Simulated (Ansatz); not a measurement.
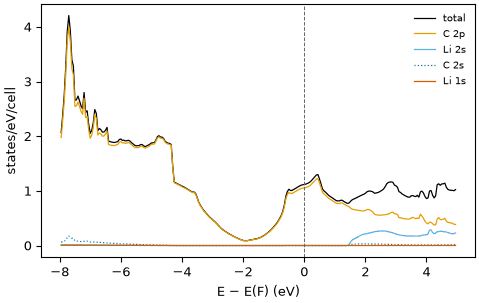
Total and projected density of states of LiC6 in space group P6/mmm (No. 191; Li on 1a, C on 6k), PBEsol in the plane-wave PAW code Ansatz

Question: Which orbitals carry the states next to the Fermi level?

Answer: Within 0.5 eV of the Fermi level: C 2p 94 %, outside the projected shells 5 %. Projections are on Löwdin-orthogonalised atomic valence shells; empty p or d shells of many metals are not among them.

The first step of the workflow began from a Materials Project structure, measured or hypothetical; the Crystallography Open Database copy checked does not list it. Its standing as an ambient phase is unchecked. The PBEsol relaxation kept the symmetry of its start; of distortions, only those at the zone centre were tested.

Potentials: the later of the program's two PAW sets.
